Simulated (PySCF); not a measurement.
SMILES O=C(CCCCC)C, GFN2-xTB optimised geometry. Atoms within 1.6 Å of the plane z = 0.0 Å (x, y, z in Å): C2 (-0.25, -0.34, -1.27), C3 (0.25, 0.34, 0.00), C4 (-0.25, -0.35, 1.26), H12 (-1.34, -0.34, -1.27), H13 (0.08, -1.38, -1.27), H14 (1.35, 0.34, 0.00), H15 (-0.08, 1.39, 0.00), H16 (0.09, -1.39, 1.27), H17 (-1.35, -0.35, 1.26).

Computed with PySCF 2.14.0 with PBE0/def2-SVP. Cells within 0.4 Å of a nucleus heavier than hydrogen are left out (blank, or x).

Map of the electron localisation function on the plane z = 0.0 Å:

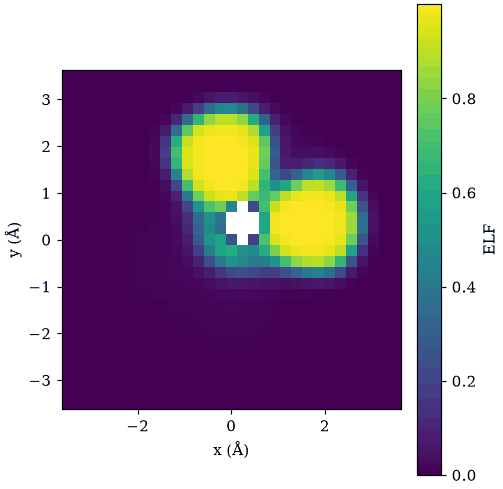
Fig. 1. Electron localisation function on the plane z = 0.0 Å.
